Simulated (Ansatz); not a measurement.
## BSiH6F: geometry relaxation

System: BSiH6F.
Method: RKS B3LYP-D4/def2-SVP (Ansatz 0.2.0).

The input holds or restrains some coordinates. Forces given for the steps count only the free coordinates. It belongs to a series of runs on one base structure; here: pulled along the bonds that form and break, towards end A. Figures and captions count atoms from 1; the log counts them from 0 in places.

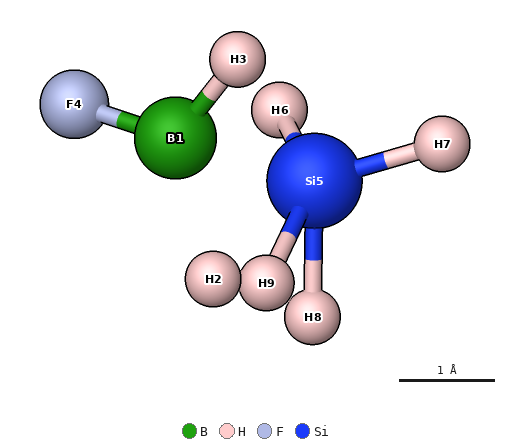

**Figure 1.** The input geometry (ball-and-stick view, seen at a tilt; atoms are numbered from 1 in the order of the input). Bond lengths as drawn: B–F 1.32 Å, B–H 1.19 Å and H–Si 1.46 to 1.59 Å.

Input file
```yaml
crystal:
  periodic: [false, false, false]
  atoms:
    - { symbol: B, position_ang: [0.0, 0.0, 0.0] }
    - { symbol: H, position_ang: [0.0, 0.0, 1.54] }
    - { symbol: H, position_ang: [1.0305, 0.0, -0.595] }
    - { symbol: F, position_ang: [-1.1431, 0.0, -0.66] }
    - { symbol: Si, position_ang: [0.094, -2.1331, 0.7095] }
    - { symbol: H, position_ang: [-0.6959, -2.9783, -0.1812] }
    - { symbol: H, position_ang: [1.4817, -2.5871, 0.7061] }
    - { symbol: H, position_ang: [-0.4425, -2.2202, 2.0645] }
    - { symbol: H, position_ang: [0.0384, -0.8711, 1.6809] }
basis:
  gaussian: { orbitals: def2-SVP }
hamiltonian:
  xc: b3lyp
  dispersion: d4
relax:
  f_tol: 0.15
  max_steps: 25
  restrain:
    - { distance: [0, 4], at: 3.15, k: 30.0 }
    - { distance: [8, 1], at: 1.86, k: 30.0 }
    - { distance: [0, 1], at: 1.19, k: 30.0 }
    - { distance: [8, 4], at: 1.46, k: 30.0 }
output:
  orbitals: {}
```

Launched with:
```bash
ansatz run input.yaml --threads 1 --pin off --max-ram 2048MiB --backend cpu --events-out ev --progress --plain --runs-dir out
```

Log
```
The last accepted step is kept in [file] (removed where the run ends without a failure and the disk answers)
Engine: ansatz 0.2.0, aarch64-unknown-linux-gnu
Functional definition: B3LYP
  parameter a0 = 0.2
  parameter ax = 0.72
  parameter ac = 0.81
  exchange = (1 - a0 - ax)*slater_x + ax*b88_x + a0*exact_x
  correlation = (1 - ac)*vwn_rpa_c + ac*lyp_c
805 factors; integrals over basis functions are off by at most 4.8e-4 eV
mean field evaluation 1: about -11358.9976 eV, gradient 2.5e1 eV
mean field evaluation 2: about -11357.9615 eV, gradient 3.8e1 eV
mean field evaluation 4: about -11360.3302 eV, gradient 1.0e0 eV
mean field evaluation 8: about -11360.3561 eV, gradient 4.1e-2 eV
mean field evaluation 16: about -11360.3561 eV, gradient 3.2e-5 eV
mean field -11360.35607515 eV, -417.4853854358 hartree, gradient 3.2e-5 eV, S^2 0.000000; 0 other end points of the search recorded, 0 dependent functions left out
the calculation of the forces begins
reference -11360.35630666 eV, -417.4853939438 hartree; 17, 17 occupied and 59, 59 virtual orbitals, 805 factors
relax step   1: F+E_penalty+E_count = -11360.57272139 eV  Δ(F+E_penalty+E_count) = +0.000e0 eV  max|allowed force component| = 3.641e0 eV/Å  E_restraint = 28.56633130 eV  max|allowed force component, restraints' pulls added| = 3.254e1 eV/Å  Δτ_max = 0.0000 Å  (26 SCF iters, accepted)
  distance B 0 - Si 4 = 2.2500 Å
  distance H 8 - H 1 = 0.8833 Å
  distance B 0 - H 1 = 1.5400 Å
  distance H 8 - Si 4 = 1.5935 Å
these checks for a lower state are left out or cut short: starts, cluster_reference, orbital_swaps, neighbouring_geometries, increment
807 factors; integrals over basis functions are off by at most 8.2e-4 eV
mean field -11360.89760883 eV, -417.5052864315 hartree, gradient 2.2e-5 eV, S^2 0.000000; 0 other end points of the search recorded, 0 dependent functions left out
[... from here on the field's lines of each further geometry are left out, up to the last ...]
relax step   2: F+E_penalty+E_count = -11361.11437155 eV  Δ(F+E_penalty+E_count) = -5.417e-1 eV  max|allowed force component| = 2.620e0 eV/Å  E_restraint = 13.36019428 eV  max|allowed force component, restraints' pulls added| = 2.126e1 eV/Å  Δτ_max = 0.1949 Å  (32 SCF iters, accepted)
relax step   3: F+E_penalty+E_count = -11361.65269934 eV  Δ(F+E_penalty+E_count) = -5.383e-1 eV  max|allowed force component| = 2.399e0 eV/Å  E_restraint = 3.68788796 eV  max|allowed force component, restraints' pulls added| = 1.125e1 eV/Å  Δτ_max = 0.1949 Å  (32 SCF iters, accepted)
relax step   4: F+E_penalty+E_count = -11362.43675776 eV  Δ(F+E_penalty+E_count) = -7.841e-1 eV  max|allowed force component| = 2.401e0 eV/Å  E_restraint = 0.36348234 eV  max|allowed force component, restraints' pulls added| = 3.729e0 eV/Å  Δτ_max = 0.1997 Å  (26 SCF iters, accepted)
relax step   5: F+E_penalty+E_count = -11363.46917877 eV  Δ(F+E_penalty+E_count) = -1.032e0 eV  max|allowed force component| = 1.949e0 eV/Å  E_restraint = 0.07540667 eV  max|allowed force component, restraints' pulls added| = 1.949e0 eV/Å  Δτ_max = 0.1950 Å  (26 SCF iters, accepted)
relax step   6: F+E_penalty+E_count = -11364.21786652 eV  Δ(F+E_penalty+E_count) = -7.487e-1 eV  max|allowed force component| = 1.246e0 eV/Å  E_restraint = 0.03901423 eV  max|allowed force component, restraints' pulls added| = 1.246e0 eV/Å  Δτ_max = 0.1962 Å  (27 SCF iters, accepted)
relax step   7: F+E_penalty+E_count = -11364.61530527 eV  Δ(F+E_penalty+E_count) = -3.974e-1 eV  max|allowed force component| = 5.730e-1 eV/Å  E_restraint = 0.02367594 eV  max|allowed force component, restraints' pulls added| = 5.827e-1 eV/Å  Δτ_max = 0.1950 Å  (27 SCF iters, accepted)
relax step   8: F+E_penalty+E_count = -11364.69646134 eV  Δ(F+E_penalty+E_count) = -8.116e-2 eV  max|allowed force component| = 5.041e-1 eV/Å  E_restraint = 0.00684309 eV  max|allowed force component, restraints' pulls added| = 1.688e-1 eV/Å  Δτ_max = 0.1733 Å  (25 SCF iters, accepted)
the calculation of the forces begins
reference -11364.52356265 eV, -417.6385377768 hartree; 17, 17 occupied and 59, 59 virtual orbitals, 805 factors
relax step   9: F+E_penalty+E_count = -11364.70326690 eV  Δ(F+E_penalty+E_count) = -6.806e-3 eV  max|allowed force component| = 5.151e-1 eV/Å  E_restraint = 0.00867991 eV  max|allowed force component, restraints' pulls added| = 3.482e-2 eV/Å  Δτ_max = 0.0464 Å  (26 SCF iters, accepted)
```

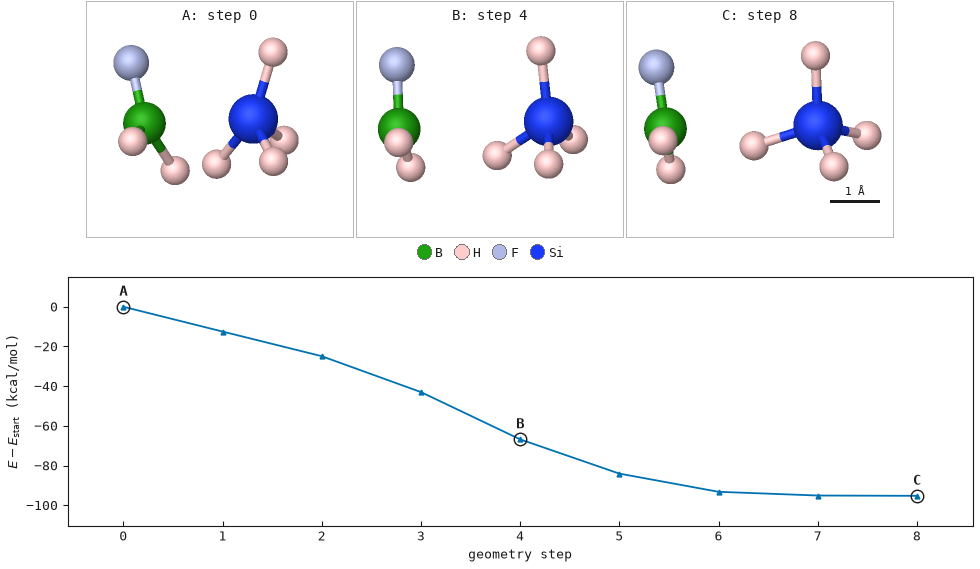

**Figure 2.** Frames of the restrained relaxation (ball-and-stick view, seen at a tilt) above the curves, on which the letters mark them (the first geometry is step 0 here and step 1 in the log).

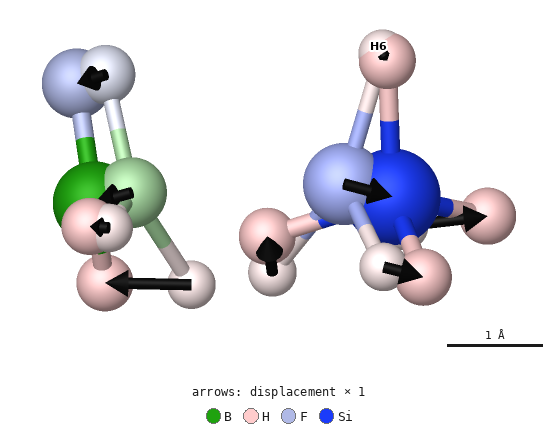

**Figure 3.** Start (faint) and end (solid) with the displacements as black arrows, at true length (ball-and-stick view, seen at a tilt). The two geometries are laid on each other by the best rigid fit. The energy falls by 95.3 kcal/mol in 8 geometry steps. The largest force component goes from 3.6 to 0.52 eV/Å. The atom that moves furthest after the best rigid fit is H2 (0.91 Å). By element the largest moves are H 0.91 Å, Si 0.53 Å, B 0.43 Å, F 0.37 Å. Among the contacts that change: B1–H2 1.540 → 1.195 Å, Si5–H9 1.594 → 1.478 Å, Si5–H6 1.460 → 1.488 Å, B1–H3 1.190 → 1.208 Å. New bonds form: B1–H2 (1.54 → 1.19 Å). Among the angles that change: H8–Si5–H9 57.9° → 107.5°, H6–Si5–H9 144.2° → 109.5°, H2–B1–H3 120.0° → 123.4°. (Atoms are counted from 1 in the order of the input.)

```
  distance B 0 - Si 4 = 3.1494 Å
  distance H 8 - H 1 = 1.8749 Å
  distance B 0 - H 1 = 1.1949 Å
  distance H 8 - Si 4 = 1.4782 Å
805 factors; integrals over basis functions are off by at most 8.8e-4 eV
mean field -11364.52331204 eV, -417.6385285670 hartree, gradient 2.5e-5 eV, S^2 0.000000; 1 other end points of the search recorded, 0 dependent functions left out
the calculation of the forces begins
reference -11364.52356265 eV, -417.6385377768 hartree; 17, 17 occupied and 59, 59 virtual orbitals, 805 factors
Total energy: -11364.70351751 eV, -417.6451509959 hartree
Atom 0 at    -0.024907     0.428290    -0.002765 Å, force    -0.037474    -0.052905    -0.121796 eV/Å
Atom 1 at     0.003210     0.822235     1.125016 Å, force    -0.008580     0.480040     0.121130 eV/Å
Atom 2 at     0.967615     0.188166    -0.647810 Å, force     0.001344    -0.002395    -0.019204 eV/Å
Atom 3 at    -1.200655     0.350533    -0.616595 Å, force     0.024107     0.008576    -0.002840 eV/Å
Atom 4 at     0.124689    -2.527158     1.075081 Å, force     0.012795    -0.515108    -0.017894 eV/Å
Atom 5 at    -0.644341    -3.008735    -0.103698 Å, force     0.000600     0.008139    -0.006718 eV/Å
Atom 6 at     1.551526    -2.935230     0.963787 Å, force     0.006481    -0.002632     0.003322 eV/Å
Atom 7 at    -0.472341    -3.056078     2.332926 Å, force     0.002100    -0.011927     0.000145 eV/Å
Atom 8 at     0.058304    -1.051823     1.138858 Å, force    -0.001373     0.088212     0.043856 eV/Å
Dipole moment:     0.121811    -0.172821     0.144956 e Å
```

Trajectory as extended XYZ (Å, eV, eV/Å), 9 frames, from step=1 to step=9
```
9
Properties=species:S:1:pos:R:3:forces:R:3 step=1 energy=-11360.57272
B     0.0000    0.0000    0.0000    0.5529  -3.1790   1.4428
H     0.0000    0.0000    1.5400    0.1095   3.6411  -0.3720
H     1.0305    0.0000   -0.5950    0.6718   0.7525   0.7389
F    -1.1431    0.0000   -0.6600   -1.4426   1.1126   0.2568
Si    0.0940   -2.1331    0.7095    0.9567  -1.9817  -2.7754
H    -0.6959   -2.9783   -0.1812   -0.5437  -0.4592  -0.1582
H     1.4817   -2.5871    0.7061    0.5874  -0.4582   0.3397
H    -0.4425   -2.2202    2.0645   -0.3094  -0.5681   1.1346
H     0.0384   -0.8711    1.6809   -0.5826   1.1401  -0.6072
9
Properties=species:S:1:pos:R:3:forces:R:3 step=2 energy=-11361.11437
B    -0.0046    0.1279    0.0183    0.1308  -0.8391   2.6202
H    -0.0050    0.1732    1.4509   -0.1096   2.4441  -2.2955
H     1.0340    0.0089   -0.5854    0.1447   0.1538   0.3810
F    -1.1513    0.0117   -0.6536   -0.3803   0.4505   0.3461
Si    0.1062   -2.2762    0.7512    0.8547  -0.3418  -0.2069
H    -0.7053   -2.9908   -0.1873   -0.8509  -0.1433  -0.5968
H     1.4966   -2.5976    0.7101    1.0622  -0.7073   0.2326
H    -0.4476   -2.2294    2.0820   -0.5929  -1.6870   1.6991
H     0.0401   -1.0176    1.6788   -0.2586   0.6702  -2.1798
9
Properties=species:S:1:pos:R:3:forces:R:3 step=3 energy=-11361.65270
B    -0.0125    0.2843    0.0529    0.1635  -2.0583   0.6455
H    -0.0125    0.3292    1.3343   -0.2672   1.7932  -1.6486
H     1.0288    0.0050   -0.5808   -0.4623   0.7313   0.4918
F    -1.1450    0.0102   -0.6459    0.3878   0.8889   0.6982
Si    0.1200   -2.3983    0.8107    0.2618   0.0253   0.2197
H    -0.7157   -2.9850   -0.1955   -0.7140   0.1647  -0.6683
H     1.5128   -2.6072    0.7122    1.3837  -0.7410   0.1277
H    -0.4578   -2.2612    2.1096   -0.8563  -2.3994   2.0883
H     0.0450   -1.1668    1.6673    0.1031   1.5953  -1.9542
9
Properties=species:S:1:pos:R:3:forces:R:3 step=4 energy=-11362.43676
B     0.0072    0.3612    0.0385   -1.0907  -2.3026  -0.4032
H    -0.0265    0.4970    1.2269   -0.1656   1.3774  -0.0808
H     0.9918    0.0471   -0.5682    0.4784   0.6321  -0.1291
F    -1.1361    0.0531   -0.6404    0.6755   0.9737   0.6692
Si    0.1290   -2.5328    0.8940   -0.1421   0.3684   0.1878
H    -0.7297   -2.9621   -0.2131   -0.2053   0.2811  -0.1807
H     1.5504   -2.6355    0.7192    0.8785  -0.7190   0.1085
H    -0.4885   -2.3824    2.1888   -0.6290  -2.4012   1.5832
H     0.0655   -1.2355    1.6192    0.2004   1.7901  -1.7548
9
Properties=species:S:1:pos:R:3:forces:R:3 step=5 energy=-11363.46918
B    -0.0025    0.3567    0.0273   -0.4615  -1.4045  -0.0559
H    -0.0444    0.6277    1.2032   -0.0799   0.9106  -0.3498
H     1.0137    0.0923   -0.5853   -0.0109   0.4300   0.0964
F    -1.1474    0.1066   -0.6396    0.4780   0.5565   0.4013
Si    0.1284   -2.5924    0.9576   -0.2568   1.2458   0.3304
H    -0.7273   -2.9428   -0.2040    0.0259   0.0776   0.1195
H     1.5700   -2.6899    0.7390    0.4020  -0.7650   0.1552
H    -0.5122   -2.5558    2.2747   -0.2043  -1.9487   0.7697
H     0.0848   -1.1922    1.4918    0.1074   0.8977  -1.4667
9
Properties=species:S:1:pos:R:3:forces:R:3 step=6 energy=-11364.21787
B    -0.0095    0.3770    0.0210   -0.0879  -0.9082   0.1694
H    -0.0515    0.7302    1.1722   -0.0535   0.7117  -0.2355
H     1.0152    0.1284   -0.5782   -0.0167   0.2875   0.0296
F    -1.1491    0.1438   -0.6317    0.0894   0.3379   0.0803
Si    0.1245   -2.5775    1.0026   -0.1541   1.0879   0.3196
H    -0.7168   -2.9476   -0.1732    0.0774  -0.0181   0.2000
H     1.5768   -2.7769    0.7692   -0.0203  -0.5899   0.2145
H    -0.5165   -2.7428    2.3339    0.1296  -1.2464   0.0934
H     0.0900   -1.1244    1.3489    0.0361   0.3376  -0.8713
9
Properties=species:S:1:pos:R:3:forces:R:3 step=7 energy=-11364.61530
B    -0.0180    0.4013    0.0092    0.1160  -0.3701   0.0156
H    -0.0568    0.7972    1.1378   -0.0510   0.5730   0.0264
H     1.0118    0.1819   -0.5879   -0.0186   0.1021   0.0076
F    -1.1557    0.2210   -0.6487   -0.0980   0.1156  -0.0472
Si    0.1230   -2.5435    1.0484   -0.0287   0.1279   0.2383
H    -0.7015   -2.9629   -0.1240    0.0426   0.0154   0.1510
H     1.5656   -2.8812    0.8225   -0.2334  -0.2173   0.2037
H    -0.4908   -2.9335    2.3654    0.2566  -0.4391  -0.2836
H     0.0854   -1.0700    1.2422    0.0146   0.0924  -0.3118
9
Properties=species:S:1:pos:R:3:forces:R:3 step=8 energy=-11364.69646
B    -0.0304    0.4245    0.0063   -0.0112   0.1318  -0.2501
H    -0.0189    0.8083    1.1394   -0.0207   0.4143   0.1086
H     0.9742    0.2049   -0.6337   -0.0563  -0.0407   0.0488
F    -1.1937    0.3899   -0.6401    0.0899  -0.0727   0.0910
Si    0.1279   -2.5362    1.0727   -0.0027  -0.5041  -0.0324
H    -0.6478   -3.0458   -0.0866   -0.0423   0.0072  -0.0391
H     1.5485   -2.9502    0.9500    0.0687  -0.0109   0.0235
H    -0.4609   -3.0239    2.3468   -0.0107  -0.0551   0.0498
H     0.0641   -1.0614    1.1099   -0.0146   0.1302  -0.0002
9
Properties=species:S:1:pos:R:3:forces:R:3 step=9 energy=-11364.70327
B    -0.0249    0.4283   -0.0028   -0.0375  -0.0529  -0.1218
H     0.0032    0.8222    1.1250   -0.0086   0.4800   0.1211
H     0.9676    0.1882   -0.6478    0.0013  -0.0024  -0.0192
F    -1.2007    0.3505   -0.6166    0.0241   0.0086  -0.0028
Si    0.1247   -2.5272    1.0751    0.0128  -0.5151  -0.0179
H    -0.6443   -3.0087   -0.1037    0.0006   0.0081  -0.0067
H     1.5515   -2.9352    0.9638    0.0065  -0.0026   0.0033
H    -0.4723   -3.0561    2.3329    0.0021  -0.0119   0.0001
H     0.0583   -1.0518    1.1389   -0.0014   0.0882   0.0439
```

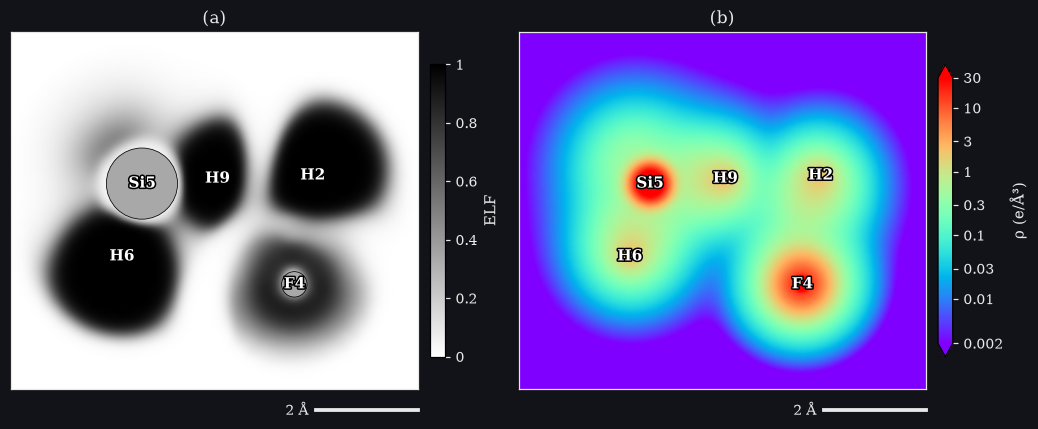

**Figure 4.** (a) electron localisation function; (b) electron density on the plane of atoms H6, Si5 and H9. Grey discs, where drawn, cover atomic cores. Atoms in the plane: H, F and Si.

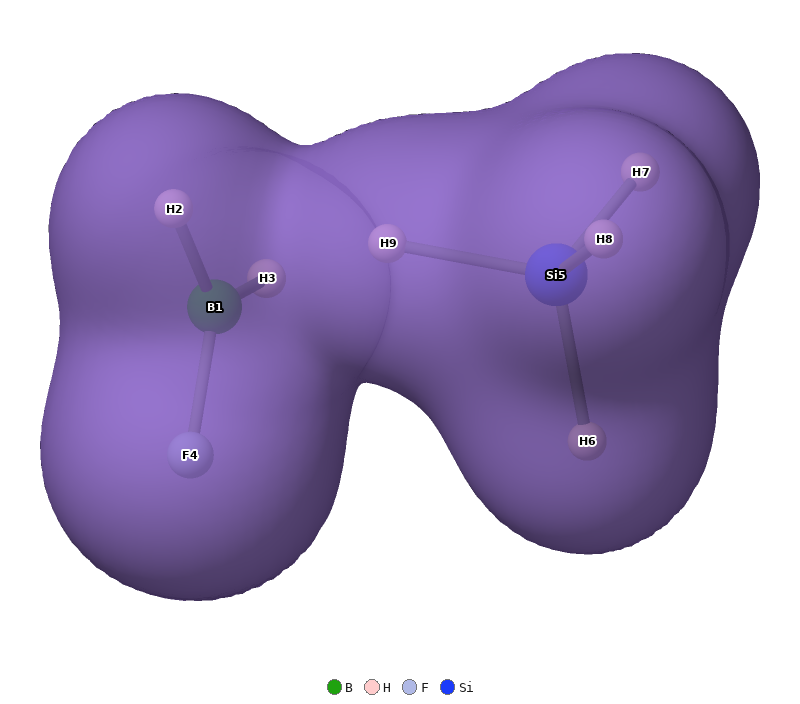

**Figure 5.** Isosurface of the total electron density at 0.05 e/Å³ (purple), seen at a tilt. At this value the surface is in one piece. On the grid the lowest density along these lines, outside the cores, is 0.23 e/Å³ (B···H, 1.87 Å), 1.4 e/Å³ (B–F, 1.33 Å), 1.2 e/Å³ (B–H, 1.19 Å) and 0.75 e/Å³ (Si–H, 1.48 Å).

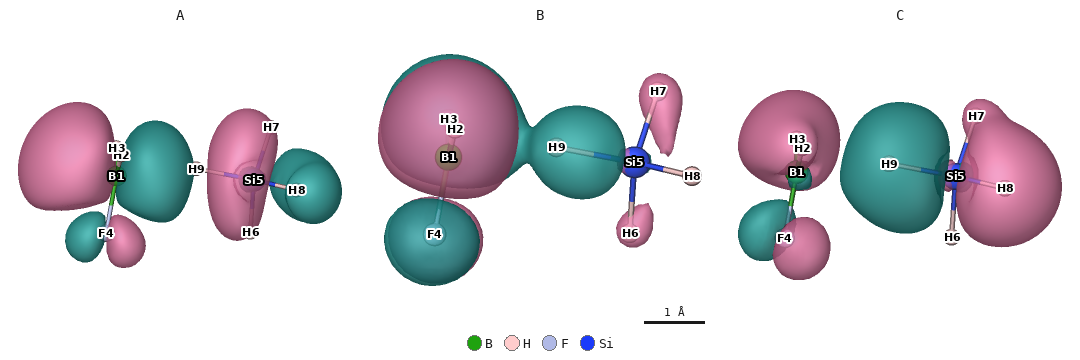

**Figure 6.** Three frontier orbitals at ±0.08 Å⁻³ᐟ² (teal and pink are the two phases). C is the HOMO−1 (−9.74 eV). Its weight (Hirshfeld) is mainly on Si5 (30 %), H9 (20 %), H8 (15 %), B1 (10 %) and H3 (10 %). B is the HOMO (−8.72 eV). Its weight (Hirshfeld) is mainly on B1 (30 %), H2 (25 %), F4 (20 %) and H3 (15 %). A is the LUMO (−0.88 eV). Its weight (Hirshfeld) is mainly on B1 (50 %), Si5 (20 %) and F4 (10 %). The HOMO–LUMO gap is 7.84 eV between the orbital energies.

Key numbers

```json
{"quantity": "outcome", "value": "converged under the restraints of the input"}
{"quantity": "total energy", "value": "−11364.7035 eV"}
{"quantity": "mean-field energy", "value": "−11364.5236 eV"}
{"quantity": "largest force (length of the vector) at the end, held atoms and coordinates included", "value": "0.516 eV/Å"}
{"quantity": "hardware", "value": "1 thread of Arm Neoverse V2, 24 GiB of memory available, shared host"}
{"quantity": "wall time", "value": "20 s"}
{"quantity": "peak memory", "value": "0.16 GiB"}
```
